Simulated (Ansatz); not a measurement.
# Ir(111) with 4 thermally displaced layers, 2x2: scattering by thermal displacements, part 2 of 2

How much do lattice vibrations at 180 K scatter the electrons of Ir? Layers with random displacements are laid between perfect leads, and the resistance is followed against their length.

Ansatz 0.2.0; Ansatz plane-wave DFT, PBE, PAW files; ballistic transport by layer matching (Landauer), zero bias; PAW set soft_1.

So far, open channels per spin nearest the Fermi level: step 2 (with 4 displaced layers) 5.78.

### 3. With 8 displaced layers

System of this step: Ir(111) with 8 thermally displaced layers, 2x2. The cell holds 56 atoms: 56 Ir. Its edges and angles: a = 5.430 Å, b = 5.430 Å, c = 31.073 Å, α = 87.5°, β = 92.5°, γ = 120.0°. It derives from Ir. Regions: lead, 24 atoms (24 Ir); scattering region, 32 atoms (32 Ir). The structure is stacked along c, and the current runs across the ab planes.

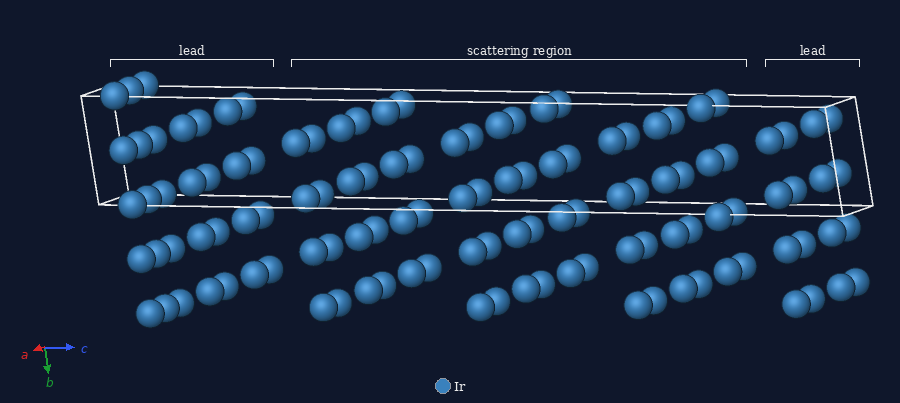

The cell of this step (iridium blue). 1×2×1 cells are drawn. Some periodic images of atoms are drawn too.

The input, input.yaml:

```yaml
crystal:
  lattice:
    - [5.4297315514, 0.0, 0.0]
    - [-2.7148657757, 4.7022854592, 0.0]
    - [-1.3574328878, 0.7837142432, 31.0335007294]
  atoms:
    - { symbol: Ir, position: [0.005952381, 0.994047619, 0.0357142857] }
    - { symbol: Ir, position: [0.005952381, 0.494047619, 0.0357142857] }
    - { symbol: Ir, position: [0.505952381, 0.994047619, 0.0357142857] }
    - { symbol: Ir, position: [0.505952381, 0.494047619, 0.0357142857] }
    - { symbol: Ir, position: [0.1845238095, 0.3154761905, 0.1071428571] }
    - { symbol: Ir, position: [0.1845238095, 0.8154761905, 0.1071428571] }
    - { symbol: Ir, position: [0.6845238095, 0.3154761905, 0.1071428571] }
    - { symbol: Ir, position: [0.6845238095, 0.8154761905, 0.1071428571] }
    - { symbol: Ir, position: [0.3630952381, 0.1369047619, 0.1785714286] }
    - { symbol: Ir, position: [0.3630952381, 0.6369047619, 0.1785714286] }
    - { symbol: Ir, position: [0.8630952381, 0.1369047619, 0.1785714286] }
    - { symbol: Ir, position: [0.8630952381, 0.6369047619, 0.1785714286] }
    - { symbol: Ir, position: [0.055743194, 0.9665894547, 0.250342307] }
    - { symbol: Ir, position: [0.0351425535, 0.4582003797, 0.2506287864] }
    - { symbol: Ir, position: [0.5359311122, 0.9607623984, 0.2504117331] }
    - { symbol: Ir, position: [0.5416288727, 0.4509537943, 0.2493662064] }
    - { symbol: Ir, position: [0.2144291993, 0.2720895621, 0.323094577] }
    - { symbol: Ir, position: [0.218521757, 0.7818827, 0.3211809048] }
    - { symbol: Ir, position: [0.7331809858, 0.2880072032, 0.3220352108] }
    - { symbol: Ir, position: [0.7084487635, 0.7799816541, 0.3220834214] }
    - { symbol: Ir, position: [0.4026434932, 0.0969936365, 0.3946023062] }
    - { symbol: Ir, position: [0.3896393502, 0.5968594869, 0.3937527547] }
    - { symbol: Ir, position: [0.9054370311, 0.1138181166, 0.3930377108] }
    - { symbol: Ir, position: [0.8939756246, 0.5989779693, 0.3918120187] }
    - { symbol: Ir, position: [0.0724716933, 0.9265112956, 0.4648423679] }
    - { symbol: Ir, position: [0.0823524968, 0.4175793098, 0.4659035793] }
    - { symbol: Ir, position: [0.580714743, 0.9326404518, 0.4638711823] }
    - { symbol: Ir, position: [0.5743087575, 0.4240333591, 0.4652736632] }
    - { symbol: Ir, position: [0.2547690519, 0.2405604209, 0.5344296354] }
    - { symbol: Ir, position: [0.250026684, 0.747067236, 0.536662255] }
    - { symbol: Ir, position: [0.7517966405, 0.2371168608, 0.5365505051] }
    - { symbol: Ir, position: [0.746788355, 0.7394409604, 0.5363091105] }
    - { symbol: Ir, position: [0.4233339405, 0.0680114021, 0.6065857485] }
    - { symbol: Ir, position: [0.4349150502, 0.5649653931, 0.6073364468] }
    - { symbol: Ir, position: [0.9361538901, 0.0604554623, 0.6085039056] }
    - { symbol: Ir, position: [0.9413514468, 0.5706237268, 0.60825859] }
    - { symbol: Ir, position: [0.1200867269, 0.8922283735, 0.6786438338] }
    - { symbol: Ir, position: [0.1047348178, 0.3861739436, 0.6778343702] }
    - { symbol: Ir, position: [0.6060326828, 0.8886292825, 0.6780268592] }
    - { symbol: Ir, position: [0.6042039504, 0.3802687842, 0.6788285245] }
    - { symbol: Ir, position: [0.2978077918, 0.2166952122, 0.7499866722] }
    - { symbol: Ir, position: [0.301985807, 0.7170138685, 0.7511016544] }
    - { symbol: Ir, position: [0.7826556793, 0.2160460024, 0.7503252957] }
    - { symbol: Ir, position: [0.7952209884, 0.710618873, 0.7503666134] }
    - { symbol: Ir, position: [0.4702380952, 0.0297619048, 0.8214285714] }
    - { symbol: Ir, position: [0.4702380952, 0.5297619048, 0.8214285714] }
    - { symbol: Ir, position: [0.9702380952, 0.0297619048, 0.8214285714] }
    - { symbol: Ir, position: [0.9702380952, 0.5297619048, 0.8214285714] }
    - { symbol: Ir, position: [0.1488095238, 0.8511904762, 0.8928571429] }
    - { symbol: Ir, position: [0.1488095238, 0.3511904762, 0.8928571429] }
    - { symbol: Ir, position: [0.6488095238, 0.8511904762, 0.8928571429] }
    - { symbol: Ir, position: [0.6488095238, 0.3511904762, 0.8928571429] }
    - { symbol: Ir, position: [0.3273809524, 0.1726190476, 0.9642857143] }
    - { symbol: Ir, position: [0.3273809524, 0.6726190476, 0.9642857143] }
    - { symbol: Ir, position: [0.8273809524, 0.1726190476, 0.9642857143] }
    - { symbol: Ir, position: [0.8273809524, 0.6726190476, 0.9642857143] }
kpoints:
  mp_grid: { grid: [5, 5, 1] }
hamiltonian:
  xc: pbe
  pseudopotentials: { kind: paw, azcp: { folder: soft_1 } }
scf:
  occupations: { method: fermi_dirac, width: 0.1 }
output:
  transmission:
    leads: [[0, 4]]
    kmesh: [10, 10]
    e_range: [-0.05, 0.05]
    de: 0.05
  write_potential: true
  write_density: true
  volumetric_format: npy
```

Command:

```
ansatz run input.yaml --threads 4 --pin off --max-ram 15360MiB --backend cpu --events-out ev --progress --plain --runs-dir out
```

Numbers of over 12 decimals in the logs are rounded to 6 here.

The log of the run:

```text
[...]
Crystal: 56 atoms, lattice volume = 792.352 Å³
Basis set: ecut = 420 eV, 15385 PW (Γ)
Bands: 572, of which v1, the nominal top of the filled ones, is band 476 counted from 1 (475 counted from 0)
Symmetry: 1 space group operations
[...]
k-points: 13 of 25 (time reversal used)
[...]
SCF iter   1: F=—  HF=-668466.813819 eV  |F-HF|=—  |Δ(HF+E_count)|=         —  Δρ=4.95e-2  dr2=1.38e1  ethr=3.10e-3  ⟨swp⟩=5.0  Hψ=23765  notcnv=0  defer=51
[...]
SCF iter   8: F=-668462.486918 eV  HF=-668462.486918 eV  |F-HF|=3.55e-8  |Δ(HF+E_count)|=   1.35e-8  Δρ=1.58e-6  dr2=4.40e-8  ethr=1.05e-11  ⟨swp⟩=7.0  Hψ=18161  notcnv=0
SCF 1 converged in 8 iterations: F = -668462.486918 eV  dr2 = 4.40e-8
[...]
transmission: 300 of 2964 steps passed
transmission: 594 of 2964 steps passed
[...]
transmission: 2964 of 2964 steps passed
SCF converged after 8 iterations
Free energy (F): -668462.486918 eV
[...]
Internal energy: -668460.766758 eV  (E = F + TS)
E sigma→0 (E₀):  -668461.626838 eV
Entropy (-TS):   -1.720160 eV (-30.717 meV/atom)
Fermi energy:    25.825945 eV
[...]
--- Band table (eV; the first three rows and the last of 13) ---
  k-point 0: bands = [... 472 lower, 26.6757, 26.6864, 26.6975, 26.6985, 26.7028, 26.7057, 26.7080, 26.7103, ... 92 higher]
  k-point 1: bands = [... 472 lower, 26.1105, 26.1162, 26.1462, 26.1545, 26.1746, 26.1812, 26.2010, 26.2297, ... 92 higher]
  k-point 2: bands = [... 472 lower, 25.0999, 25.1366, 25.1989, 25.3111, 25.3574, 25.3896, 25.4575, 25.4812, ... 92 higher]
  k-point 12: bands = [... 472 lower, 25.7548, 25.7896, 25.8258, 25.8394, 25.8603, 25.8675, 25.8855, 25.8962, ... 92 higher]
--- Transmission ---
  basis      : 223 plane waves across, 57 finite elements along
  points     : 52, standing for a mesh of 10 x 10
[...]
channels       : 5.780000e0 a spin
[...]
junction   : crystal 0 to crystal 0, 0.70 to 29.51 Å
    transmission   : 5.349377e0 a spin
[...]
```

Wall time 6.9 min (4 threads of Intel Xeon Platinum 8375C at 2.90GHz (Ice Lake), shared host); peak memory 8.8 GiB; 26 min of CPU time.

This step gave:

* free energy: -668462.4869 eV
* energy at zero smearing: -668461.6268 eV
* Fermi energy: 25.83 eV
* transmission per spin nearest the Fermi level: 5.349
* step of the lead's potential: 2.9 meV

Per spin. Table of transmission, zone mean by energy, zero at the Fermi level:

```csv
energy (eV),"transmission, zone mean"
-0.0500,5.48
0.0000,5.35
0.0500,5.61
```

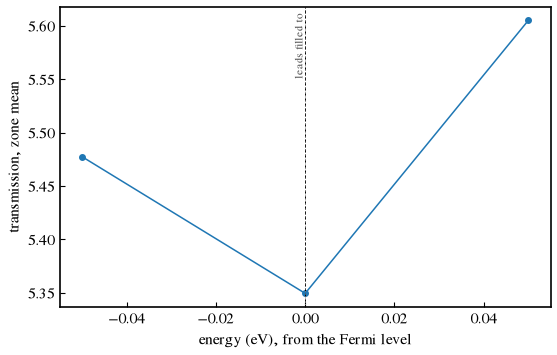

Transmission, zone mean against energy.

Over the solved energies the transmission per spin lies between 5.35 and 5.61, out of 5.94 channels of the lead on average (up to 6.14).

### 4. With 12 displaced layers

System of this step: Ir(111) with 12 thermally displaced layers, 2x2. The cell holds 72 atoms: 72 Ir. Its edges and angles: a = 5.430 Å, b = 5.430 Å, c = 39.900 Å, α = 90.0°, β = 90.0°, γ = 120.0°. It derives from Ir. Regions: lead, 24 atoms (24 Ir); scattering region, 48 atoms (48 Ir). The structure is stacked along c, and the current runs across the ab planes.

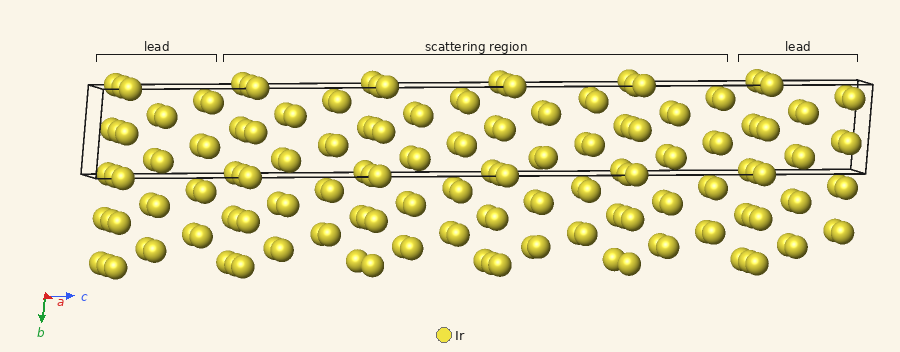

The cell of this step (iridium yellow). 1×2×1 cells are drawn. Some periodic images of atoms are drawn too.

The input, input.yaml:

```yaml
crystal:
  lattice:
    - [5.4297315514, 0.0, 0.0]
    - [-2.7148657757, 4.7022854592, 0.0]
    - [0.0, 0.0, 39.9002152235]
  atoms:
    - { symbol: Ir, position: [0.0, 0.0, 0.0277777778] }
    - { symbol: Ir, position: [0.0, 0.5, 0.0277777778] }
    - { symbol: Ir, position: [0.5, 0.0, 0.0277777778] }
    - { symbol: Ir, position: [0.5, 0.5, 0.0277777778] }
    - { symbol: Ir, position: [0.1666666667, 0.3333333333, 0.0833333333] }
    - { symbol: Ir, position: [0.1666666667, 0.8333333333, 0.0833333333] }
    - { symbol: Ir, position: [0.6666666667, 0.3333333333, 0.0833333333] }
    - { symbol: Ir, position: [0.6666666667, 0.8333333333, 0.0833333333] }
    - { symbol: Ir, position: [0.3333333333, 0.1666666667, 0.1388888889] }
    - { symbol: Ir, position: [0.3333333333, 0.6666666667, 0.1388888889] }
    - { symbol: Ir, position: [0.8333333333, 0.1666666667, 0.1388888889] }
    - { symbol: Ir, position: [0.8333333333, 0.6666666667, 0.1388888889] }
    - { symbol: Ir, position: [0.0006142044, 0.9977311994, 0.1930277775] }
    - { symbol: Ir, position: [0.9968634388, 0.4949193655, 0.195249137] }
    - { symbol: Ir, position: [0.4986830101, 0.0005276732, 0.193811511] }
    - { symbol: Ir, position: [0.4971681907, 0.499927096, 0.1933378801] }
    - { symbol: Ir, position: [0.167977483, 0.3326628182, 0.2491166708] }
    - { symbol: Ir, position: [0.1551593337, 0.8365764926, 0.2497783079] }
    - { symbol: Ir, position: [0.66301878, 0.3318405278, 0.2513532255] }
    - { symbol: Ir, position: [0.6666678091, 0.8338808801, 0.2488921709] }
    - { symbol: Ir, position: [0.3452514054, 0.1724663884, 0.3063503932] }
    - { symbol: Ir, position: [0.3364915409, 0.6724611215, 0.3058319009] }
    - { symbol: Ir, position: [0.8362091533, 0.1657046085, 0.3044575488] }
    - { symbol: Ir, position: [0.8328499696, 0.6544351959, 0.3053768092] }
    - { symbol: Ir, position: [0.9955842411, 0.9934077626, 0.3615678713] }
    - { symbol: Ir, position: [0.9975225238, 0.4972384219, 0.3614983792] }
    - { symbol: Ir, position: [0.5017810937, 0.0087801666, 0.3613729356] }
    - { symbol: Ir, position: [0.4912581599, 0.4877097073, 0.3601368703] }
    - { symbol: Ir, position: [0.1724564833, 0.3330134496, 0.4164557461] }
    - { symbol: Ir, position: [0.1716084927, 0.8252253157, 0.4162303674] }
    - { symbol: Ir, position: [0.665932736, 0.3370397504, 0.4161723509] }
    - { symbol: Ir, position: [0.6582352454, 0.8231866938, 0.4172100123] }
    - { symbol: Ir, position: [0.3362408101, 0.1636553438, 0.4723439061] }
    - { symbol: Ir, position: [0.3247656196, 0.6636841916, 0.4732487585] }
    - { symbol: Ir, position: [0.8413786358, 0.1812711799, 0.4716357849] }
    - { symbol: Ir, position: [0.8358921227, 0.6654308146, 0.4726437412] }
    - { symbol: Ir, position: [0.9981867697, 0.9964524954, 0.5271314267] }
    - { symbol: Ir, position: [0.0165402846, 0.4995110783, 0.52627542] }
    - { symbol: Ir, position: [0.4985923418, 0.0042860962, 0.527405285] }
    - { symbol: Ir, position: [0.5106158746, 0.5063364656, 0.5276642896] }
    - { symbol: Ir, position: [0.1609057355, 0.3269816793, 0.5828118772] }
    - { symbol: Ir, position: [0.1624087543, 0.8409466901, 0.5845183624] }
    - { symbol: Ir, position: [0.656055161, 0.3258635544, 0.5820158398] }
    - { symbol: Ir, position: [0.6515720806, 0.8136972297, 0.5824823664] }
    - { symbol: Ir, position: [0.3393406305, 0.164481565, 0.6395255311] }
    - { symbol: Ir, position: [0.3362213735, 0.6777963824, 0.6390373009] }
    - { symbol: Ir, position: [0.8393094216, 0.1828013184, 0.6386471661] }
    - { symbol: Ir, position: [0.8272860221, 0.6679430015, 0.6388599578] }
    - { symbol: Ir, position: [0.0029245342, 0.9941740705, 0.6950439368] }
    - { symbol: Ir, position: [0.002557968, 0.4957793447, 0.6945660568] }
    - { symbol: Ir, position: [0.5028664069, 0.0148285692, 0.6939198795] }
    - { symbol: Ir, position: [0.4941509404, 0.4932625124, 0.6941865934] }
    - { symbol: Ir, position: [0.1690612137, 0.3381867629, 0.7495452039] }
    - { symbol: Ir, position: [0.1611726327, 0.8243792714, 0.7493836077] }
    - { symbol: Ir, position: [0.6850440982, 0.3399153495, 0.7494178602] }
    - { symbol: Ir, position: [0.6562617259, 0.8271663763, 0.7499838409] }
    - { symbol: Ir, position: [0.3311707822, 0.161961336, 0.8045970923] }
    - { symbol: Ir, position: [0.3425476388, 0.6695219083, 0.8052765125] }
    - { symbol: Ir, position: [0.8304516813, 0.1633193429, 0.803368281] }
    - { symbol: Ir, position: [0.8305828946, 0.6598994285, 0.8048085828] }
    - { symbol: Ir, position: [0.0, 0.0, 0.8611111111] }
    - { symbol: Ir, position: [0.0, 0.5, 0.8611111111] }
    - { symbol: Ir, position: [0.5, 0.0, 0.8611111111] }
    - { symbol: Ir, position: [0.5, 0.5, 0.8611111111] }
    - { symbol: Ir, position: [0.1666666667, 0.3333333333, 0.9166666667] }
    - { symbol: Ir, position: [0.1666666667, 0.8333333333, 0.9166666667] }
    - { symbol: Ir, position: [0.6666666667, 0.3333333333, 0.9166666667] }
    - { symbol: Ir, position: [0.6666666667, 0.8333333333, 0.9166666667] }
    - { symbol: Ir, position: [0.3333333333, 0.1666666667, 0.9722222222] }
    - { symbol: Ir, position: [0.3333333333, 0.6666666667, 0.9722222222] }
    - { symbol: Ir, position: [0.8333333333, 0.1666666667, 0.9722222222] }
    - { symbol: Ir, position: [0.8333333333, 0.6666666667, 0.9722222222] }
kpoints:
  mp_grid: { grid: [5, 5, 1] }
hamiltonian:
  xc: pbe
  pseudopotentials: { kind: paw, azcp: { folder: soft_1 } }
scf:
  occupations: { method: fermi_dirac, width: 0.1 }
output:
  transmission:
    leads: [[0, 4]]
    kmesh: [10, 10]
    e_range: [-0.05, 0.05]
    de: 0.05
  write_potential: true
  write_density: true
  volumetric_format: npy
```

The log of the run:

```text
[...]
Crystal: 72 atoms, lattice volume = 1018.738 Å³
Basis set: ecut = 420 eV, 19879 PW (Γ)
Bands: 735, of which v1, the nominal top of the filled ones, is band 612 counted from 1 (611 counted from 0)
Symmetry: 1 space group operations
[...]
k-points: 13 of 25 (time reversal used)
[...]
SCF iter   1: F=—  HF=-859457.044908 eV  |F-HF|=—  |Δ(HF+E_count)|=         —  Δρ=4.94e-2  dr2=1.77e1  ethr=3.10e-3  ⟨swp⟩=5.0  Hψ=30152  notcnv=0  defer=107
[...]
SCF iter   8: F=-859451.506063 eV  HF=-859451.506063 eV  |F-HF|=4.11e-8  |Δ(HF+E_count)|=   6.39e-8  Δρ=1.78e-6  dr2=5.69e-8  ethr=8.17e-12  ⟨swp⟩=6.5  Hψ=26261  notcnv=0
SCF 1 converged in 8 iterations: F = -859451.506063 eV  dr2 = 5.69e-8
[...]
transmission: 392 of 3900 steps passed
transmission: 782 of 3900 steps passed
[...]
transmission: 3900 of 3900 steps passed
SCF converged after 8 iterations
Free energy (F): -859451.506063 eV
[...]
Internal energy: -859449.314531 eV  (E = F + TS)
E sigma→0 (E₀):  -859450.410297 eV
Entropy (-TS):   -2.191532 eV (-30.438 meV/atom)
Fermi energy:    25.831974 eV
[...]
--- Band table (eV; the first three rows and the last of 13) ---
  k-point 0: bands = [... 608 lower, 26.6763, 26.6807, 26.6885, 26.6942, 26.6979, 26.6999, 26.7024, 26.7039, ... 119 higher]
  k-point 1: bands = [... 608 lower, 26.1365, 26.1487, 26.1586, 26.1632, 26.1763, 26.1804, 26.1971, 26.2000, ... 119 higher]
  k-point 2: bands = [... 608 lower, 25.1767, 25.2110, 25.2436, 25.2823, 25.3010, 25.3370, 25.3713, 25.4067, ... 119 higher]
  k-point 12: bands = [... 608 lower, 25.8186, 25.8293, 25.8407, 25.8572, 25.8620, 25.8737, 25.8835, 25.8949, ... 119 higher]
--- Transmission ---
  basis      : 223 plane waves across, 75 finite elements along
  points     : 52, standing for a mesh of 10 x 10
[...]
channels       : 6.020000e0 a spin
[...]
junction   : crystal 0 to crystal 0, 0.70 to 38.38 Å
    transmission   : 5.108275e0 a spin
[...]
```

It took 11 min on 4 threads; peak memory 7.6 GiB; 41 min of CPU time.

Numbers from this step:

```
free energy                                    : -859451.5061 eV
energy at zero smearing                        : -859450.4103 eV
transmission per spin nearest the Fermi level  : 5.108
open channels per spin nearest the Fermi level : 6.02
step of the lead's potential                   : 6.8 meV
```

Per spin. The transmission, zone mean by energy, zero at the Fermi level:

```csv
energy (eV),"transmission, zone mean"
-0.0500,5.23
0.0000,5.11
0.0500,5.34
```

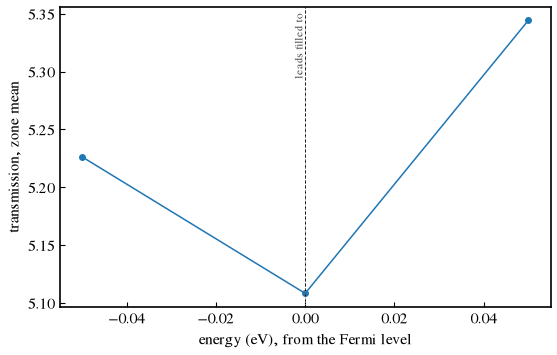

Transmission, zone mean against energy.

Over the solved energies the transmission per spin lies between 5.11 and 5.34, out of 6.06 channels of the lead on average (up to 6.26).

### 5. The fit

This step: Ansatz plane-wave DFT, PBE, PAW files; ballistic transport by layer matching (Landauer), zero bias; resistivity from the slope of the area resistance; PAW set soft_1 (Ansatz 0.2.0).

Numbers from this step:

```yaml
resistivity: 3.868 µΩ cm
intercept: -0.01801 fΩ m²
scatter_about_the_fit: 0.002630 fΩ m²
```

Resistance, by row:

```csv
run,length (Å),T,channels N,RA (fΩ m²)
n4,8.867,5.752,5.94,0.01815
n8,17.73,5.477,5.94,0.04687
n12,26.6,5.226,6.06,0.08674
```

Table of area resistance by length of the displaced region:

```csv
length of the displaced region (Å),area resistance (fΩ m²)
8.87,0.0181
17.73,0.0469
26.60,0.0867
```

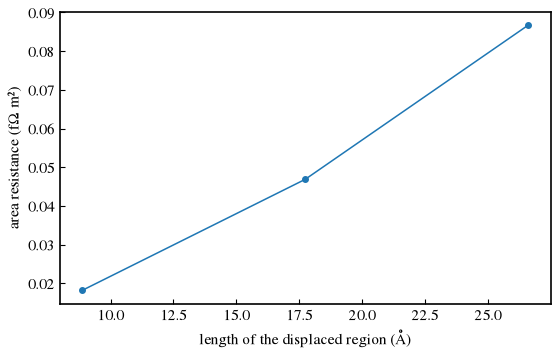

Area resistance against length of the displaced region.

The area resistance goes from 0.018 to 0.087 fΩ m² between 8.9 and 26.6 Å, a slope of 3.9 µΩ cm.

By hand from the end points: (0.08674 − 0.01815) fΩ m² / (26.60 − 8.87) Å = 3.9 µΩ cm, since 1 fΩ m² per Å is 1000 µΩ cm.

### 6. What came out

```yaml
resistivity_from_the_slope: 3.87 µΩ cm
area_resistance_over_8p87_a: 0.0181 fΩ m²
area_resistance_over_17p7_a: 0.0469 fΩ m²
area_resistance_over_26p6_a: 0.0867 fΩ m²
```

The slope gives 3.9 µΩ cm. The points scatter by 0.0026 fΩ m² about the line, with one random draw a length in a 2x2 cell, so the slope is a rough value. The mean square of the displacements drawn is 0.78, 0.99 and 1.2 of the nominal one at the three lengths; with each resistance scaled back by that, the slope is 2.8 µΩ cm, the value used below. The lead's own channel count moves between the runs (5.94, 5.94 and 6.06), which shifts RA and the slope too. Read with a model of isotropic scattering on a spherical Fermi surface and the lead's 1.8×10¹⁵ S/m², this slope means a mean free path near 171 Å; over these lengths the model's slope is 1.17 times its bulk resistivity, which would be 2.4 µΩ cm. Uncorrelated displacements put too much weight on short waves, which scatter strongly; with the sideways repeat of a small cell, one draw and three short lengths, the method is good to a factor of two or three. Spin-orbit coupling is left out, which matters for Ir.

[Logs are printed without paths, hosts, clocks, repeated set-up lines and the standing remarks that a program may print on its own settings, such as how far it seeks lower states.]

[Hosts, paths, dates, database ids (printed as entryN), source tags and the programs' standing remarks are cut or masked in the printed files.]
